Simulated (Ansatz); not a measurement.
# As4: geometry optimisation from a Python script

What geometry does As4 take? The task is a geometry optimisation, for As4.

Program: Ansatz 0.2.0, driven from Python. Level of theory: B3LYP+D3(BJ)/def2-SVP. These are calculated values, not measurements.

## (1) Starting point

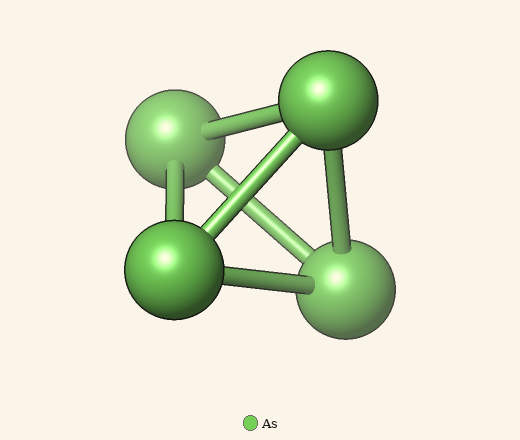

The structure that the script starts from, seen from a chosen angle (arsenic green).

Input file as4.xyz:

```xyz
4

As   -0.99770    0.09170   -1.09360
As    0.67600    1.31000    0.16370
As    1.00610   -1.03720   -0.33440
As   -0.68440   -0.36450    1.26430
```

## (2) Script

as4_opt.py reads:

```python
# -*- coding: utf-8 -*-
"""Relax the As4 molecule."""

from dataclasses import dataclass
import itertools
import logging
import sys

import ansatz as az
from ase.data import atomic_numbers, covalent_radii
import numpy as np
import pandas as pd

logging.basicConfig(stream=sys.stdout, format="%(levelname)s %(message)s")
logger = logging.getLogger("as4")
logger.setLevel(logging.INFO)


@dataclass
class RunConfig:
    basis_set: str = "def2-SVP"
    xc: str = "b3lyp"
    dispersion: str = "d3bj"


settings = RunConfig()

mol = az.Crystal.molecule_from_extxyz("as4.xyz")

base = (
    mol.calculation()
    .basis(gaussian=settings.basis_set)  # atom-centred Gaussian functions
    .functional(settings.xc, dispersion=settings.dispersion)
)
symbols = [site.symbol for site in mol.cartesian_sites]
start = np.array([site.position_ang for site in mol.cartesian_sites], dtype=float)
def progress(event):
    if event["event"] == "relax_step":
        row = event["data"]
        logger.info(f"step {row['step']:3d}  E = {row['lagrangian_ev']:.6f} eV  largest force component {row['allowed_force_max_ev_ang']:.4f} eV/A")


data = base.relax(force_tolerance=0.01).session().plan().execute(on_event=progress).report
end = np.array(data["positions_ang"])

logger.info(f"E = {data['free_energy_ev']:.6f} eV = {data['free_energy_ev'] / 27.211386246:.7f} Ha")
print("converged:", data["converged"], " doubts:", data["published_state_doubts"] or "none")

# pairs closer than 1.2 times the sum of covalent radii, before or after
radius = [covalent_radii[atomic_numbers[s]] for s in symbols]
span = lambda where, i, j: np.linalg.norm(where[i] - where[j])
bonded = [(i, j) for i, j in itertools.combinations(range(len(symbols)), 2) if min(span(start, i, j), span(end, i, j)) < 1.2 * (radius[i] + radius[j])]
logger.info("pair        before    after (A)")
for i, j in bonded:
    print(f"{symbols[i]}{i}-{symbols[j]}{j}".ljust(10), f"{span(start, i, j):8.4f} {span(end, i, j):8.4f}")

charges = data["charge_distribution"]
table = pd.DataFrame({"atom": symbols, "mulliken": charges["mulliken_charges_e"], "lowdin": charges["lowdin_charges_e"]})
print(table.round(3).to_string())
print("dipole (e A):", np.round(charges["dipole_moment_e_ang"], 4) + 0.0)
```

## (3) Launch

Command:

```sh
python as4_opt.py
```

The program printed:

```text
INFO step   1  E = -243342.682432 eV  largest force component 0.7808 eV/A
INFO step   2  E = -243342.723648 eV  largest force component 0.0723 eV/A
INFO step   3  E = -243342.724046 eV  largest force component 0.0016 eV/A
INFO E = -243342.724245 eV = -8942.6801724 Ha
converged: True  doubts: none
INFO pair        before    after (A)
As0-As1      2.4221   2.4613
As0-As2      2.4220   2.4613
As0-As3      2.4220   2.4613
As1-As2      2.4221   2.4613
As1-As3      2.4220   2.4613
As2-As3      2.4220   2.4613
  atom  mulliken  lowdin
0   As       0.0     0.0
1   As      -0.0    -0.0
2   As      -0.0    -0.0
3   As       0.0     0.0
dipole (e A): [0. 0. 0.]
```

Wall time 21 s (1 thread of Intel Xeon 6975P-C (Granite Rapids), shared host); peak memory 0.54 GiB.

Lines on the test bed's own set-up are left out of the output.

## (4) Size and end state of the run

The report of the run holds:

```csv
item,value
SCF cycles in all,36
orbitals,128
total energy (eV),-243342.72424
```

## (5) The relaxation, step by step

Step by step:

| step | E - E(step 1) (eV) | largest force component (eV/Å) |
| --- | --- | --- |
| 1 | 0.0000 | 0.7808 |
| 2 | -0.0412 | 0.0723 |
| 3 | -0.0416 | 0.0016 |

Step 1 is the start.

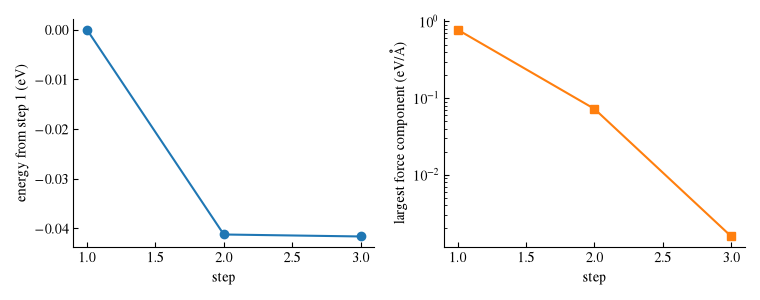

Energy and largest force along the relaxation.

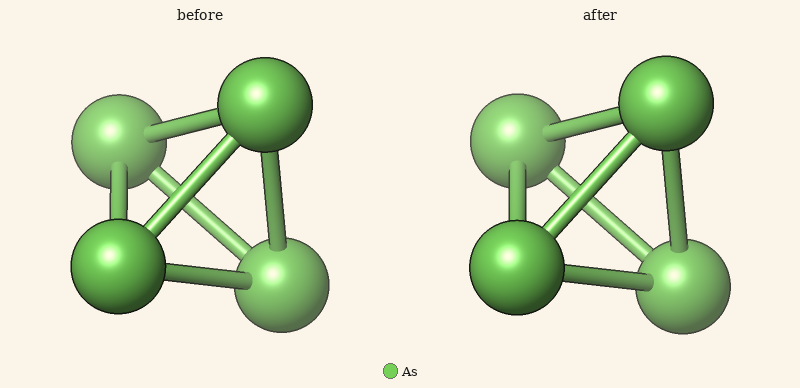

The structure before (left) and after (right) the relaxation, drawn at the same scale. The change is too small to see at this scale.

Before: Bond lengths: As1–As2 2.422 Å, As1–As3 2.422 Å, As2–As3 2.422 Å, As1–As4 2.422 Å, As2–As4 2.422 Å, As3–As4 2.422 Å. Angles: As1–As2–As3 60.0°, As1–As2–As4 60.0°, As3–As2–As4 60.0°, As2–As1–As3 60.0°, As2–As1–As4 60.0°, As3–As1–As4 60.0°, As1–As3–As2 60.0°, As1–As3–As4 60.0°, As2–As3–As4 60.0°, As1–As4–As2 60.0°, As1–As4–As3 60.0°, As2–As4–As3 60.0°.

After: Bond lengths: As1–As2 2.461 Å, As1–As3 2.461 Å, As2–As3 2.461 Å, As1–As4 2.461 Å, As2–As4 2.461 Å, As3–As4 2.461 Å. Angles: As1–As2–As3 60.0°, As1–As2–As4 60.0°, As3–As2–As4 60.0°, As2–As1–As3 60.0°, As2–As1–As4 60.0°, As3–As1–As4 60.0°, As1–As3–As2 60.0°, As1–As3–As4 60.0°, As2–As3–As4 60.0°, As1–As4–As2 60.0°, As1–As4–As3 60.0°, As2–As4–As3 60.0°.

## (6) What came out

| quantity | value |
| --- | --- |
| total energy | -243342.7242 eV |
| dipole moment | 0.00 D |
| moves of the relaxation | 2 |
| energy gained | 0.042 eV |
| last largest force component | 0.0016 eV/Å |

In words: The relaxation took 2 moves; the largest shift is 0.024 Å. Caveats:
- The end point is the stationary point reached from this start; no frequency run checks that it is a minimum, and the basis set is modest.
- The Löwdin charges here are taken after orthogonalising the functions within each atom; they differ from plain Löwdin charges, and their signs can be unphysical.
- b3lyp holds the VWN-RPA fit, as in Gaussian; the form of ORCA and Turbomole is b3lyp5.
